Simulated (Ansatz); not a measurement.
## AlH2O2F3: molecular dynamics (part 3 of 4)

The same run, continued: AlH2O2F3; RKS r2SCAN/def2-SVP (Ansatz 0.2.0). It belongs to a series of runs on one base structure; here: dynamics from the highest image of the converged band.

Geometry of the input (Å):
```
Al -0.6846  0.0321  -0.2513
F  -0.5712  -1.6235  0.8085
F  -1.1903  -0.1715  -1.8150
F  -1.7052  0.8489  0.7677
H  0.3932  -1.3619  0.8036
O  1.1185  -0.3363  -0.1393
O  1.0248  1.1068  0.2450
H  1.6150  1.5054  -0.4193
```

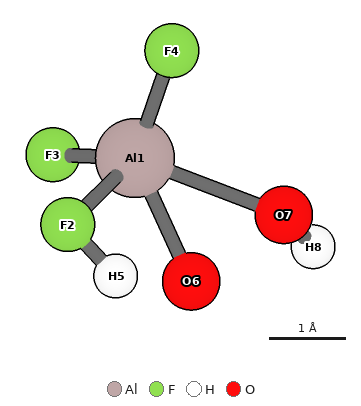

Fig. 1: The geometry at step 64 of the log (ball-and-stick view, seen at a tilt; atoms are numbered from 1 in the order of the input).

### Trajectory as extended XYZ, continued
```
8
Properties=species:S:1:pos:R:3:forces:R:3 step=8 time_fs=4.0 energy=-18859.37725 temperature=178.5
Al   -0.6960    0.0442   -0.2591    0.4797  -0.6762   0.6286
F    -0.5792   -1.6378    0.7983    1.4183   0.8578   0.0039
F    -1.1842   -0.1874   -1.8002   -0.2173  -0.0146  -0.7190
F    -1.6913    0.8512    0.7672   -0.3132   0.3010   0.2670
H     0.4350   -1.2816    0.8381   -1.2577  -0.3776  -0.4380
O     1.1182   -0.3213   -0.1383   -0.1274  -0.6170   0.1658
O     1.0303    1.0983    0.2528    0.2767   0.7796  -0.3989
H     1.5652    1.5218   -0.4613   -0.2591  -0.2531   0.4906
8
Properties=species:S:1:pos:R:3:forces:R:3 step=11 time_fs=5.5 energy=-18859.38055 temperature=182.4
Al   -0.6997    0.0479   -0.2612    0.7022  -0.6828   0.6959
F    -0.5794   -1.6416    0.7945    1.0703   0.8400  -0.0020
F    -1.1823   -0.1934   -1.7959   -0.3000  -0.0365  -0.9247
F    -1.6866    0.8526    0.7675   -0.4128   0.3633   0.3558
H     0.4044   -1.2636    0.8363   -0.8428  -0.4838  -0.3470
O     1.1179   -0.3170   -0.1376   -0.2212  -0.6767   0.1245
O     1.0335    1.0970    0.2544   -0.4715   0.3694   0.5558
H     1.5310    1.5150   -0.4530    0.4757   0.3072  -0.4581
8
Properties=species:S:1:pos:R:3:forces:R:3 step=15 time_fs=7.5 energy=-18859.36392 temperature=160.8
Al   -0.7037    0.0521   -0.2633    1.0046  -0.5260   0.6466
F    -0.5781   -1.6453    0.7894   -0.1821   0.3926  -0.0375
F    -1.1803   -0.2014   -1.7918   -0.3970  -0.0682  -1.1070
F    -1.6811    0.8551    0.7685   -0.5211   0.4004   0.4490
H     0.3397   -1.2554    0.8233    0.4769  -0.3686  -0.0464
O     1.1170   -0.3126   -0.1364   -0.3681  -0.6735   0.0116
O     1.0366    1.0960    0.2577   -0.7301   0.3220   0.8871
H     1.5019    1.5168   -0.4584    0.7168   0.5213  -0.8034
8
Properties=species:S:1:pos:R:3:forces:R:3 step=19 time_fs=9.5 energy=-18859.30872 temperature=90.4
Al   -0.7063    0.0554   -0.2644    1.2006  -0.3955   0.5735
F    -0.5772   -1.6483    0.7843   -1.6071  -0.2326  -0.0724
F    -1.1791   -0.2096   -1.7899   -0.4505  -0.0804  -1.1724
F    -1.6766    0.8584    0.7703   -0.5871   0.4104   0.4943
H     0.2942   -1.2602    0.8084    1.9234   0.0241   0.1840
O     1.1151   -0.3098   -0.1352   -0.4598  -0.6572  -0.0704
O     1.0381    1.0960    0.2629    0.0401   1.1145  -0.3751
H     1.4967    1.5354   -0.4889   -0.0595  -0.1833   0.4385
8
Properties=species:S:1:pos:R:3:forces:R:3 step=23 time_fs=11.5 energy=-18859.32858 temperature=115.6
Al   -0.7072    0.0582   -0.2646    1.1460  -0.5198   0.6129
F    -0.5791   -1.6515    0.7790   -0.9164   0.0853  -0.0671
F    -1.1788   -0.2179   -1.7903   -0.4332  -0.0525  -1.1166
F    -1.6734    0.8625    0.7732   -0.5897   0.4204   0.4738
H     0.3149   -1.2663    0.7994    1.2065  -0.1613   0.1074
O     1.1122   -0.3087   -0.1341   -0.3975  -0.6185  -0.0781
O     1.0397    1.0985    0.2673    0.3452   1.3708  -0.9269
H     1.4909    1.5483   -0.5052   -0.3609  -0.5244   0.9946
8
Properties=species:S:1:pos:R:3:forces:R:3 step=26 time_fs=13.0 energy=-18859.37552 temperature=175.4
Al   -0.7068    0.0598   -0.2643    0.9618  -0.7306   0.6848
F    -0.5819   -1.6538    0.7749    0.3230   0.6000  -0.0654
F    -1.1791   -0.2243   -1.7922   -0.3795  -0.0080  -0.9965
F    -1.6717    0.8661    0.7760   -0.5492   0.4187   0.4165
H     0.3623   -1.2742    0.7956   -0.0832  -0.3937  -0.0682
O     1.1094   -0.3088   -0.1334   -0.2639  -0.5607  -0.0600
O     1.0414    1.1025    0.2692    0.0142   0.9351  -0.3693
H     1.4786    1.5460   -0.4945   -0.0231  -0.2608   0.4580
8
Properties=species:S:1:pos:R:3:forces:R:3 step=30 time_fs=15.0 energy=-18859.34760 temperature=140.4
Al   -0.7051    0.0610   -0.2629    0.6604  -0.9352   0.7008
F    -0.5849   -1.6559    0.7693    1.3034   0.8935  -0.0811
F    -1.1802   -0.2327   -1.7964   -0.2839   0.0631  -0.7435
F    -1.6704    0.8717    0.7805   -0.4548   0.3732   0.2999
H     0.4203   -1.2975    0.7877   -1.1615  -0.3568  -0.2271
O     1.1052   -0.3100   -0.1326   -0.0680  -0.4148  -0.0507
O     1.0434    1.1096    0.2714   -0.7269  -0.0346   0.9262
H     1.4643    1.5368   -0.4697    0.7313   0.4115  -0.8244
8
Properties=species:S:1:pos:R:3:forces:R:3 step=34 time_fs=17.0 energy=-18859.36077 temperature=157.3
Al   -0.7025    0.0609   -0.2606    0.4153  -0.8909   0.5441
F    -0.5854   -1.6562    0.7636    1.4307   0.7736  -0.0901
F    -1.1819   -0.2410   -1.8020   -0.1902   0.1293  -0.4143
F    -1.6701    0.8781    0.7855   -0.3363   0.2633   0.1577
H     0.4363   -1.3341    0.7718   -1.3950  -0.2014  -0.1782
O     1.1007   -0.3123   -0.1320    0.0594  -0.1941  -0.0810
O     1.0439    1.1168    0.2754   -0.5422  -0.1100   0.5920
H     1.4749    1.5404   -0.4710    0.5583   0.2301  -0.5302
8
Properties=species:S:1:pos:R:3:forces:R:3 step=38 time_fs=19.0 energy=-18859.41526 temperature=226.9
Al   -0.6992    0.0596   -0.2575    0.2559  -0.5848   0.2351
F    -0.5832   -1.6550    0.7577    0.6108   0.3242  -0.0647
F    -1.1840   -0.2490   -1.8086   -0.1118   0.1804  -0.0482
F    -1.6704    0.8850    0.7909   -0.2063   0.0977   0.0044
H     0.4016   -1.3785    0.7496   -0.6716  -0.0589   0.0385
O     1.0964   -0.3150   -0.1315    0.1026   0.1155  -0.1297
O     1.0432    1.1239    0.2807    0.2533   0.3636  -0.7822
H     1.5048    1.5513   -0.4895   -0.2329  -0.4377   0.7468
8
Properties=species:S:1:pos:R:3:forces:R:3 step=42 time_fs=21.0 energy=-18859.39209 temperature=197.2
Al   -0.6956    0.0574   -0.2541    0.1063  -0.1822  -0.1022
F    -0.5799   -1.6531    0.7517   -1.4859  -0.3908   0.0234
F    -1.1863   -0.2567   -1.8152   -0.0404   0.2212   0.3127
F    -1.6711    0.8920    0.7962   -0.0659  -0.0890  -0.1540
H     0.3456   -1.4247    0.7287    1.3390   0.2355   0.2206
O     1.0923   -0.3175   -0.1314    0.1261   0.4608  -0.1521
O     1.0430    1.1316    0.2843    0.3998   0.2099  -1.0424
H     1.5279    1.5475   -0.4832   -0.3790  -0.4654   0.8940
8
Properties=species:S:1:pos:R:3:forces:R:3 step=45 time_fs=22.5 energy=-18859.36180 temperature=158.9
Al   -0.6928    0.0556   -0.2516   -0.0800  -0.0063  -0.2636
F    -0.5791   -1.6522    0.7472   -2.4068  -0.6520   0.0848
F    -1.1881   -0.2622   -1.8198    0.0213   0.2568   0.5524
F    -1.6718    0.8972    0.8001    0.0466  -0.2091  -0.2737
H     0.3315   -1.4542    0.7181    2.1971   0.3621   0.2436
O     1.0895   -0.3186   -0.1315    0.1952   0.6495  -0.1429
O     1.0434    1.1378    0.2854   -0.0823  -0.3782  -0.2987
H     1.5366    1.5334   -0.4570    0.1088  -0.0229   0.0982
8
Properties=species:S:1:pos:R:3:forces:R:3 step=49 time_fs=24.5 energy=-18859.38414 temperature=186.6
Al   -0.6892    0.0531   -0.2485   -0.4372  -0.0375  -0.3169
F    -0.5818   -1.6520    0.7414   -0.6038  -0.3294   0.0414
F    -1.1905   -0.2690   -1.8249    0.1140   0.3162   0.8052
F    -1.6726    0.9038    0.8047    0.1963  -0.3200  -0.4236
H     0.3769   -1.4825    0.7121    0.3071   0.2157   0.2112
O     1.0861   -0.3188   -0.1319    0.3679   0.7309  -0.1076
O     1.0436    1.1451    0.2865   -0.7630  -1.0958   0.7144
H     1.5545    1.5159   -0.4227    0.8187   0.5199  -0.9240
8
Properties=species:S:1:pos:R:3:forces:R:3 step=53 time_fs=26.5 energy=-18859.34579 temperature=137.6
Al   -0.6862    0.0506   -0.2460   -0.7627  -0.1431  -0.3178
F    -0.5859   -1.6524    0.7356    1.0754  -0.1068   0.0115
F    -1.1926   -0.2752   -1.8283    0.1891   0.3689   0.9810
F    -1.6730    0.9097    0.8085    0.3220  -0.3999  -0.5442
H     0.4356   -1.5017    0.7138   -1.4358   0.2789   0.1026
O     1.0837   -0.3172   -0.1326    0.5091   0.6440  -0.0409
O     1.0423    1.1500    0.2889   -0.0730  -0.7543  -0.1103
H     1.5990    1.5148   -0.4171    0.1759   0.1123  -0.0819
8
Properties=species:S:1:pos:R:3:forces:R:3 step=57 time_fs=28.5 energy=-18859.30317 temperature=83.5
Al   -0.6842    0.0478   -0.2439   -0.9323  -0.0763  -0.3958
F    -0.5880   -1.6532    0.7299    1.2865  -0.1209   0.0576
F    -1.1943   -0.2806   -1.8298    0.2221   0.3920   1.0928
F    -1.6727    0.9148    0.8111    0.4101  -0.4805  -0.6249
H     0.4439   -1.5103    0.7196   -1.6601   0.3181   0.0372
O     1.0824   -0.3141   -0.1335    0.5392   0.5846   0.0285
O     1.0409    1.1530    0.2911    0.8465  -0.2624  -1.0935
H     1.6497    1.5180   -0.4145   -0.7121  -0.3547   0.8980
8
Properties=species:S:1:pos:R:3:forces:R:3 step=60 time_fs=30.0 energy=-18859.34833 temperature=140.7
Al   -0.6837    0.0457   -0.2427   -0.9486   0.1142  -0.5133
F    -0.5879   -1.6539    0.7257    0.5248  -0.2486   0.1150
F    -1.1953   -0.2842   -1.8295    0.2179   0.3868   1.1374
F    -1.6720    0.9180    0.8123    0.4508  -0.5440  -0.6589
H     0.4097   -1.5089    0.7251   -0.8693   0.2480   0.0698
O     1.0823   -0.3108   -0.1340    0.4896   0.6127   0.0624
O     1.0410    1.1548    0.2912    0.8259  -0.2854  -0.9949
H     1.6724    1.5130   -0.3930   -0.6910  -0.2837   0.7825
8
Properties=species:S:1:pos:R:3:forces:R:3 step=64 time_fs=32.0 energy=-18859.35134 temperature=144.3
Al   -0.6841    0.0431   -0.2417   -0.8806   0.4140  -0.6710
F    -0.5873   -1.6553    0.7203   -1.7400  -0.6138   0.1439
F    -1.1963   -0.2883   -1.8271    0.1860   0.3615   1.1333
F    -1.6702    0.9213    0.8127    0.4739  -0.6099  -0.6717
H     0.3432   -1.4987    0.7353    1.4719   0.2795   0.1961
O     1.0832   -0.3051   -0.1346    0.3716   0.6500   0.0945
O     1.0426    1.1565    0.2894   -0.1998  -0.7747   0.0944
H     1.6835    1.4989   -0.3423    0.3169   0.2935  -0.3195
8
Properties=species:S:1:pos:R:3:forces:R:3 step=68 time_fs=34.0 energy=-18859.33699 temperature=127.0
Al   -0.6857    0.0410   -0.2417   -0.8188   0.4704  -0.6813
F    -0.5899   -1.6580    0.7151   -2.1131  -0.6704   0.1188
F    -1.1969   -0.2916   -1.8223    0.1456   0.3388   1.0333
F    -1.6674    0.9233    0.8117    0.4660  -0.6101  -0.6498
H     0.3272   -1.4777    0.7527    1.9260   0.3030   0.2241
O     1.0849   -0.2979   -0.1350    0.2814   0.5241   0.1334
O     1.0438    1.1564    0.2878   -0.7311  -0.9049   0.6218
H     1.7055    1.4951   -0.3020    0.8440   0.5490  -0.8003
8
Properties=species:S:1:pos:R:3:forces:R:3 step=72 time_fs=36.0 energy=-18859.40951 temperature=218.8
Al   -0.6886    0.0396   -0.2427   -0.7821   0.2195  -0.5044
F    -0.5963   -1.6619    0.7103    0.2433  -0.0844   0.2266
F    -1.1972   -0.2942   -1.8155    0.1004   0.3235   0.8319
F    -1.6638    0.9241    0.8094    0.4266  -0.5356  -0.5938
H     0.3756   -1.4461    0.7775   -0.3576   0.0505  -0.0891
O     1.0874   -0.2894   -0.1351    0.2357   0.2056   0.2020
O     1.0436    1.1542    0.2874    0.4544  -0.1231  -0.2488
H     1.7537    1.5094   -0.2872   -0.3206  -0.0560   0.1755
8
Properties=species:S:1:pos:R:3:forces:R:3 step=75 time_fs=37.5 energy=-18859.36389 temperature=161.5
Al   -0.6914    0.0387   -0.2439   -0.7092   0.0089  -0.3312
F    -0.6011   -1.6650    0.7069    1.2889   0.2809   0.3073
F    -1.1973   -0.2958   -1.8093    0.0521   0.3024   0.6294
F    -1.6604    0.9240    0.8069    0.3743  -0.4569  -0.5288
H     0.4092   -1.4204    0.7946   -1.3380  -0.0468  -0.3460
O     1.0896   -0.2827   -0.1349    0.1869  -0.0523   0.2603
O     1.0439    1.1523    0.2868    1.1209   0.3621  -0.6288
H     1.7852    1.5204   -0.2746   -0.9760  -0.3983   0.6378
8
Properties=species:S:1:pos:R:3:forces:R:3 step=79 time_fs=39.5 energy=-18859.36663 temperature=164.8
Al   -0.6961    0.0376   -0.2459   -0.4837  -0.0996  -0.1526
F    -0.6053   -1.6687    0.7030    1.5168   0.5066   0.3317
F    -1.1973   -0.2973   -1.7999   -0.0443   0.2457   0.3114
F    -1.6553    0.9231    0.8027    0.2726  -0.3519  -0.4113
H     0.4100   -1.3880    0.8057   -1.4508  -0.1639  -0.4517
O     1.0930   -0.2739   -0.1340    0.0653  -0.2850   0.2764
O     1.0467    1.1505    0.2849    0.7040   0.4004  -0.1889
H     1.7966    1.5225   -0.2383   -0.5801  -0.2524   0.2850
8
Properties=species:S:1:pos:R:3:forces:R:3 step=83 time_fs=41.5 energy=-18859.40460 temperature=213.1
Al   -0.7014    0.0363   -0.2481   -0.1098   0.0279  -0.0743
F    -0.6065   -1.6713    0.6997    0.6880   0.3788   0.2469
F    -1.1974   -0.2984   -1.7898   -0.1765   0.1554  -0.0448
F    -1.6497    0.9215    0.7976    0.1366  -0.2545  -0.2600
H     0.3583   -1.3619    0.8006   -0.4824  -0.2533  -0.2243
O     1.0964   -0.2658   -0.1324   -0.1260  -0.3843   0.2036
O     1.0508    1.1496    0.2826   -0.7173  -0.0298   0.8022
H     1.7892    1.5167   -0.1930    0.7874   0.3598  -0.6492
8
Properties=species:S:1:pos:R:3:forces:R:3 step=87 time_fs=43.5 energy=-18859.36768 temperature=165.7
Al   -0.7069    0.0351   -0.2504    0.3341   0.2305  -0.0372
F    -0.6065   -1.6733    0.6969   -1.0753  -0.1805   0.0599
F    -1.1979   -0.2991   -1.7799   -0.3247   0.0506  -0.4254
F    -1.6438    0.9193    0.7919   -0.0251  -0.1464  -0.0822
H     0.2914   -1.3444    0.7874    1.4105  -0.0109   0.1789
O     1.0996   -0.2585   -0.1304   -0.3510  -0.4804   0.1111
O     1.0536    1.1487    0.2821   -0.6510   0.2585   0.7683
H     1.8069    1.5223   -0.1692    0.6825   0.2785  -0.5734
8
Properties=species:S:1:pos:R:3:forces:R:3 step=91 time_fs=45.5 energy=-18859.32592 temperature=112.5
Al   -0.7120    0.0342   -0.2528    0.6881   0.2021   0.1062
F    -0.6085   -1.6756    0.6942   -1.4192  -0.2847   0.0070
F    -1.1991   -0.2997   -1.7709   -0.4504  -0.0360  -0.8097
F    -1.6379    0.9168    0.7861   -0.1887   0.0033   0.1029
H     0.2740   -1.3277    0.7801    1.8460   0.0531   0.2712
O     1.1019   -0.2525   -0.1281   -0.5074  -0.6344   0.0796
O     1.0551    1.1486    0.2832    0.7243   1.0874   0.0231
H     1.8466    1.5366   -0.1650   -0.6928  -0.3909   0.2197
8
Properties=species:S:1:pos:R:3:forces:R:3 step=94 time_fs=47.0 energy=-18859.34210 temperature=132.7
Al   -0.7151    0.0338   -0.2545    0.8425  -0.0320   0.3104
F    -0.6118   -1.6776    0.6922   -0.1473   0.2625   0.1016
F    -1.2005   -0.3002   -1.7651   -0.5134  -0.0776  -1.0736
F    -1.6337    0.9150    0.7819   -0.2983   0.1418   0.2332
H     0.3053   -1.3143    0.7811    0.6117  -0.2698   0.0425
O     1.1029   -0.2490   -0.1262   -0.5375  -0.7440   0.1057
O     1.0571    1.1500    0.2843    1.0635   1.2694  -0.1130
H     1.8629    1.5394   -0.1586   -1.0212  -0.5503   0.3932
8
Properties=species:S:1:pos:R:3:forces:R:3 step=98 time_fs=49.0 energy=-18859.33081 temperature=118.1
Al   -0.7183    0.0330   -0.2563    0.9615  -0.4161   0.5808
F    -0.6162   -1.6798    0.6898    1.2416   0.8438   0.1811
F    -1.2033   -0.3010   -1.7594   -0.5598  -0.1099  -1.3418
F    -1.6287    0.9128    0.7767   -0.4225   0.3217   0.3851
H     0.3637   -1.3058    0.7827   -0.7694  -0.4520  -0.2765
O     1.1031   -0.2458   -0.1235   -0.5075  -0.8103   0.1617
O     1.0618    1.1545    0.2855    0.1390   0.7462   0.4195
H     1.8544    1.5266   -0.1390   -0.0828  -0.1233  -0.1099
8
Properties=species:S:1:pos:R:3:forces:R:3 step=102 time_fs=51.0 energy=-18859.28141 temperature=55.6
Al   -0.7200    0.0317   -0.2573    1.0568  -0.6312   0.6774
F    -0.6183   -1.6803    0.6877    1.6766   0.9661   0.1684
F    -1.2073   -0.3021   -1.7563   -0.5756  -0.1284  -1.4650
F    -1.6246    0.9112    0.7723   -0.5205   0.4507   0.5046
H     0.3954   -1.3138    0.7746   -1.2312  -0.3786  -0.3576
O     1.1020   -0.2446   -0.1204   -0.4852  -0.7416   0.1761
O     1.0667    1.1608    0.2879   -1.0276   0.0472   1.0219
H     1.8440    1.5096   -0.1243    1.1067   0.4157  -0.7258
8
Properties=species:S:1:pos:R:3:forces:R:3 step=106 time_fs=53.0 energy=-18859.33596 temperature=124.8
Al   -0.7203    0.0295   -0.2574    1.1506  -0.5759   0.5330
F    -0.6170   -1.6789    0.6859    1.3658   0.7320   0.1147
F    -1.2125   -0.3034   -1.7562   -0.5657  -0.1368  -1.4202
F    -1.6215    0.9106    0.7689   -0.5867   0.5034   0.5810
H     0.3820   -1.3364    0.7535   -0.9623  -0.2894  -0.1763
O     1.0998   -0.2451   -0.1169   -0.5182  -0.5660   0.1255
O     1.0697    1.1674    0.2924   -0.0707   0.2637   0.4703
H     1.8685    1.5053   -0.1333    0.1872   0.0689  -0.2280
8
Properties=species:S:1:pos:R:3:forces:R:3 step=109 time_fs=54.5 energy=-18859.36817 temperature=166.1
Al   -0.7194    0.0274   -0.2570    1.1922  -0.3815   0.3043
F    -0.6143   -1.6769    0.6848    0.5032   0.3149   0.0617
F    -1.2171   -0.3045   -1.7581   -0.5371  -0.1346  -1.2821
F    -1.6199    0.9108    0.7671   -0.6071   0.4905   0.6005
H     0.3478   -1.3606    0.7329   -0.1416  -0.1650   0.0712
O     1.0973   -0.2465   -0.1140   -0.5506  -0.3566   0.0695
O     1.0716    1.1727    0.2967    0.9807   0.5195  -0.1544
H     1.8941    1.5048   -0.1472   -0.8398  -0.2873   0.3294
8
Properties=species:S:1:pos:R:3:forces:R:3 step=113 time_fs=56.5 energy=-18859.34896 temperature=142.1
Al   -0.7168    0.0240   -0.2560    1.1220  -0.0918  -0.0233
F    -0.6100   -1.6738    0.6834   -1.3199  -0.4081   0.0152
F    -1.2242   -0.3063   -1.7627   -0.4575  -0.1098  -0.9932
F    -1.6189    0.9119    0.7658   -0.5810   0.4226   0.5652
H     0.3037   -1.3973    0.7088    1.6055   0.1710   0.3456
O     1.0928   -0.2489   -0.1101   -0.5238  -0.0229   0.0205
O     1.0762    1.1808    0.3020    1.0796   0.2917  -0.3255
H     1.9007    1.4951   -0.1550   -0.9248  -0.2526   0.3956
8
Properties=species:S:1:pos:R:3:forces:R:3 step=117 time_fs=58.5 energy=-18859.37757 temperature=178.5
Al   -0.7126    0.0205   -0.2551    0.8114  -0.0243  -0.2204
F    -0.6082   -1.6714    0.6820   -1.3004  -0.4847   0.0357
F    -1.2322   -0.3083   -1.7694   -0.3221  -0.0465  -0.6418
F    -1.6191    0.9138    0.7656   -0.4852   0.3332   0.4597
H     0.3149   -1.4285    0.6969    1.4824   0.1956   0.3574
O     1.0871   -0.2514   -0.1061   -0.3463   0.2541   0.0147
O     1.0831    1.1895    0.3067   -0.2705  -0.4902   0.3447
H     1.8767    1.4773   -0.1503    0.4306   0.2628  -0.3499
```
